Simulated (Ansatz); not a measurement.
Redistribution: C2H2ClF + C2H2F2 → C2H3F + C2HClF2

Species: C2H2ClF `F/C=C/Cl`, singlet; C2H2F2 (1,2-difluoroethene) `F/C=C/F`, singlet; C2H3F `C=CF`, singlet; C2HClF2 `F/C=C(\F)Cl`, singlet. The partners trade Cl for H; both sit on C, so the bond types are kept.

Shapes, held fixed at every level: PBE0-D4/def2-TZVP. Programs: Ansatz 0.2.0. The zero-point and thermal change to 298 K, harmonic and unscaled (PBE0-D4/def2-TZVP), is -0.7 kJ/mol.

| level | kind | ΔH(298 K) (kJ/mol) | less CCSD(T)/CBS estimate | CPU time (sum over the molecules) |
| --- | --- | --- | --- | --- |
| HF/def2-SVP | Hartree–Fock | +2.6 | +10.6 | – |
| PBE-D4/def2-TZVPP | GGA | -11.3 | -3.3 | 8.8 s |
| r2SCAN-D4/def2-TZVPP | meta-GGA | -13.2 | -5.2 | 17 s |
| wB97X-V/def2-TZVPP | range-separated hybrid | -8.3 | -0.3 | 25 s |
| B2PLYP/def2-TZVPP | double hybrid | -7.7 | +0.3 | 16 s |
| CCSD/def2-SVP | coupled cluster or CI | -4.0 | +4.0 | – |
| CCSD(T)/CBS estimate | coupled cluster or CI | -8.0 | 0.0 | 3.4 min |

The highest level, CCSD(T)/CBS estimate, gives ΔH(298 K) = -8.0 kJ/mol; the levels span -13.2 to +2.6. They disagree on the sign: 1 of 7 are positive. The column of differences is taken from that level and isn't an error. No measured value is set beside it here. The CBS estimate extrapolates MP2 from def2-TZVPP and def2-QZVPP and adds CCSD(T) − MP2 in the triple-zeta set, cores frozen. Times are processor times on shared x86 and Arm servers, and rough.

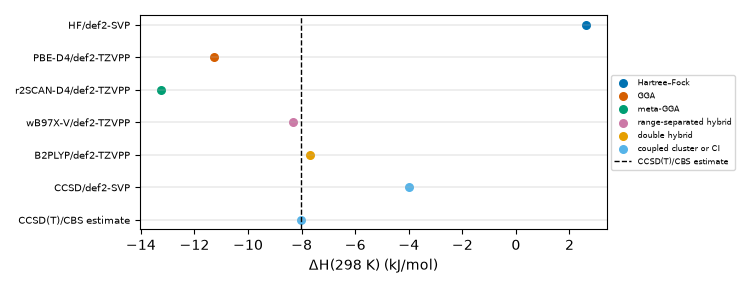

The values of the table, level by level.
